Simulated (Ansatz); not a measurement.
# NO2F (nitryl fluoride) at 5 levels

Aim: a comparison of 5 runs (BHLYP/STO-3G, PBE0/STO-3G, MP2/STO-3G, CCSD/STO-3G, UCCSD(T)/STO-3G) of NO2F (nitryl fluoride). 

The results are computed with Ansatz 0.2.0.

69 further runs of the same task are left out: 10 that didn't finish, 59 set aside as unsound or not needed.

## Step 1: The molecule

NO2F has 4 atoms, charge 0, and is taken as a singlet. SMILES: `O=[N+]([O-])F`. The N2–O1 distance was set to 1.462 Å, away from the relaxed value.

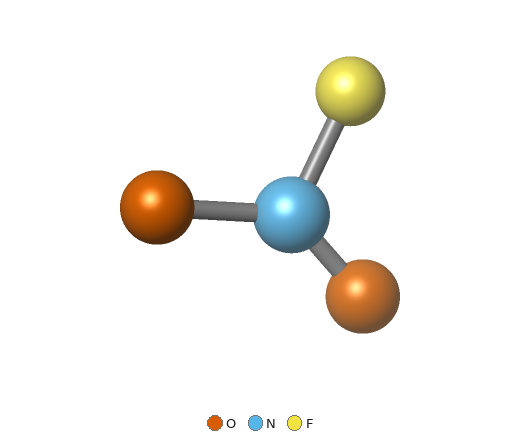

The structure, seen from a chosen angle (oxygen orange, nitrogen blue, fluorine yellow).

## Step 2: A single-point energy at BHLYP/STO-3G (run 1)

molecule.yaml reads:

```yaml
basis:
  gaussian:
    orbitals: STO-3G
crystal:
  periodic: [false, false, false]
  atoms:
    - {symbol: O, position_ang: [0.215436, 0.605382, 1.378065]}
    - {symbol: N, position_ang: [0.079720, -0.071800, 0.089140]}
    - {symbol: O, position_ang: [0.476580, -1.068680, -0.376880]}
    - {symbol: F, position_ang: [-0.744590, 0.670550, -0.832510]}
hamiltonian:
  xc: {name: BHLYP}
accuracy: high
```

The run is started by

```sh
$ ansatz run molecule.yaml --threads 1 --pin off --max-ram 3480MiB --events-out events.jsonl --progress --plain --runs-dir runs
```

The program printed:

```text
Warning: RAYON_NUM_THREADS=1 ignored (pool sized by the plan → 1); use --threads N
Functional definition: BHLYP
  name "BHLYP"
  parameter a = 0.5
  exchange = (1 - a)*b88_x + a*exact_x
  correlation = lyp_c
367 factors; integrals over basis functions are off by at most 4.8e-8 eV
mean field evaluation 1: about -8166.6274 eV, gradient 5.6e1 eV
mean field evaluation 2: about -8130.7592 eV, gradient 1.2e2 eV
mean field evaluation 4: about -8175.4641 eV, gradient 8.7e0 eV
mean field evaluation 8: about -8175.7318 eV, gradient 4.9e-2 eV
mean field evaluation 16: about -8175.8321 eV, gradient 3.3e-5 eV
mean field -8175.83211825 eV, -300.4562885676 hartree, gradient 4.5e-8 eV, S^2 0.000000; 0 other end points of the search recorded, 0 dependent functions left out
reference -8175.83212942 eV, -300.4562889781 hartree; 16, 16 occupied and 4, 4 virtual orbitals, 367 factors
Total energy: -8175.83212942 eV, -300.4562889781 hartree
```

It took 1.2 s on 1 thread of Arm Neoverse V1, shared host; peak memory 0.091 GiB.

## Step 3: A single-point energy at PBE0/STO-3G (run 2)

in.yaml reads:

```yaml
crystal:
  periodic: [false, false, false]
  atoms:
    - {symbol: O, position_ang: [0.215436, 0.605382, 1.378065]}
    - {symbol: "N", position_ang: [0.079720, -0.071800, 0.089140]}
    - {symbol: O, position_ang: [0.476580, -1.068680, -0.376880]}
    - {symbol: F, position_ang: [-0.744590, 0.670550, -0.832510]}
basis:
  gaussian:
    orbitals: STO-3G
hamiltonian:
  xc: {name: PBE0}
accuracy: high
```

The run is started by

```sh
$ ansatz run in.yaml --threads 1 --pin off --max-ram 3480MiB --events-out events.jsonl --progress --plain --runs-dir runs
```

The program printed:

```text
Warning: RAYON_NUM_THREADS=1 ignored (pool sized by the plan → 1); use --threads N
Functional definition: PBE0
  name "PBE0"
  parameter a = 0.25
  parameter kappa = 0.804
  parameter beta = 0.06672455060314922
  exchange = (1 - a)*pbe_x(kappa = kappa, mu = beta*pi^2/3) + a*exact_x
  correlation = pbe_c(beta = beta)
367 factors; integrals over basis functions are off by at most 4.8e-8 eV
mean field evaluation 1: about -8164.7425 eV, gradient 5.2e1 eV
mean field evaluation 2: about -8060.4647 eV, gradient 1.7e2 eV
mean field evaluation 4: about -8172.2895 eV, gradient 1.0e1 eV
mean field evaluation 8: about -8172.6071 eV, gradient 6.6e-2 eV
mean field evaluation 16: about -8172.6247 eV, gradient 3.3e-5 eV
mean field -8172.62474170 eV, -300.3384196533 hartree, gradient 8.1e-8 eV, S^2 0.000000; 0 other end points of the search recorded, 0 dependent functions left out
reference -8172.62474226 eV, -300.3384196740 hartree; 16, 16 occupied and 4, 4 virtual orbitals, 367 factors
Total energy: -8172.62474226 eV, -300.3384196740 hartree
```

It took 1.1 s on 1 thread of Arm Neoverse V1, shared host; peak memory 0.091 GiB.

Runs 3 to 4 aren't shown in full; the table further down has their settings and results.

## Step 4: The energy at UCCSD(T)/STO-3G (run 5)

molecule.yaml reads:

```yaml
crystal:
  periodic: [false, false, false]
  atoms:
    - {symbol: O, position_ang: [0.215436, 0.605382, 1.378065]}
    - {symbol: "N", position_ang: [0.079720, -0.071800, 0.089140]}
    - {symbol: O, position_ang: [0.476580, -1.068680, -0.376880]}
    - {symbol: F, position_ang: [-0.744590, 0.670550, -0.832510]}
basis:
  gaussian: {orbitals: STO-3G}
scf: {omitted_lower_state_checks: [cluster_reference, increment]}
correlation: {method: ccsd_t, frozen_orbitals: {F: 1, "N": 1, O: 1}}
accuracy: high
magnetization: {spin_polarized: true, initial_magnetization: 0}
```

The run is started by

```sh
$ ansatz run molecule.yaml --threads 1 --pin off --max-ram 3480MiB --events-out events.jsonl --progress --plain --runs-dir runs
```

The program printed, cut to the lines that bear on the results:

```text
Warning: RAYON_NUM_THREADS=1 ignored (pool sized by the plan → 1); use --threads N
Functional definition: HF
  name "HF"
[...]
367 factors; integrals over basis functions are off by at most 4.8e-8 eV
[...]
mean field -8144.19274497 eV, -299.2935630454 hartree, gradient 2.8e-8 eV, S^2 0.924868; 10 other end points of the search recorded, 0 dependent functions left out
4 core orbitals not correlated: weight in the atoms' cores, before any rotation towards them, 1.000 or more for the frozen orbitals, at most 0.000 for the correlated occupied ones
reference -8144.19274497 eV, -299.2935630454 hartree; 12, 12 occupied and 4, 4 virtual orbitals, 367 factors
second order -3.38794531 eV of doubles, -0.00000000 eV of singles
cycle   1  -3.97088477 eV  change   -5.8e-1 eV  update   1.1e-1
[...]
cycle  38  -5.26111558 eV  change    1.2e-9 eV  update  3.2e-10
perturbative correction -0.38808711 eV, -0.0142619384 hartree
Total energy: -8149.84194766 eV, -299.5011674154 hartree
Checks for a lower state left out: cluster_reference, increment
```

Wall time 0.99 s (1 thread of Arm Neoverse V1, shared host).

## Step 5: All runs side by side

| run | level | frozen core orbitals | energy (Eh) | wall time |
| --- | --- | --- | --- | --- |
| 1 | BHLYP/STO-3G | – | -300.456289 | 1.2 s |
| 2 | PBE0/STO-3G | – | -300.338420 | 1.1 s |
| 3 | MP2/STO-3G | 4 | -299.446070 | 0.2 s |
| 4 | CCSD/STO-3G | 4 | -299.482324 | 0.22 s |
| 5 | UCCSD(T)/STO-3G | 4 | -299.501167 | 0.99 s |

## Step 6: What came out

```
                                          quantity          value
                               run 5: total energy  -299.50117 Eh
run 5: correlation energy (4 core orbitals frozen)     -207.6 mEh
                             run 5: (T) correction     -14.26 mEh
          run 5: ⟨S²⟩ of the reference determinant          0.925
                              run 5: T1 diagnostic          0.080
```

What this shows: Totals of different functionals can't be ranked against each other. In run 4 the T1 diagnostic is large, so a single reference may not serve. In runs 3, 4 the log says that unrestricted orbitals would lower the reference, so the values rest on an unstable closed-shell determinant (other closed-shell runs at this shape may share the fault). In runs 1, 2, 3, 4, 5 the basis is minimal, so the values are rough. Spin contamination of the reference: run 5 ⟨S²⟩ = 0.92. Where it is this large, the reference is a mixture of spin states, and values that rest on it are in doubt. All runs together took 3.7 s, the longest 1.2 s.
